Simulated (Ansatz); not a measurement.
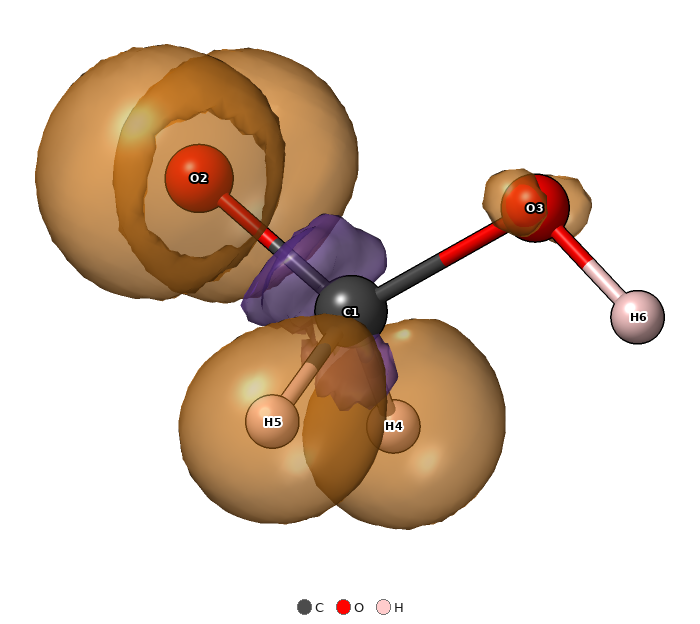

Figure 1: CH3O2 (doublet). Isosurfaces of the spin density (α minus β) at +0.03 (orange) and −0.03 e/Å³ (purple), seen at an oblique angle.

Geometry: PBE0-D3(BJ)/def2-SVP.

The calculation used isolated molecule in a Gaussian basis; Kohn-Sham density functional theory, functional PBE0 in Ansatz.

| atom | x (Å) | y (Å) | z (Å) |
| --- | --- | --- | --- |
| C | -2.0957 | 0.3476 | 0.2241 |
| O | -2.9862 | 0.7028 | 1.1208 |
| O | -1.2060 | 1.3527 | -0.1329 |
| H | -2.6579 | -0.0492 | -0.6680 |
| H | -1.5618 | -0.5605 | 0.6240 |
| H | -0.5936 | 1.0084 | -0.7920 |

Which atoms carry the spin?

Answer. The unpaired spin (1 electron) lies mostly on O2 (about 0.7), H4 (about 0.1), H5 (about 0.1) and C1 (about 0.1), in electrons by Hirshfeld's partition.
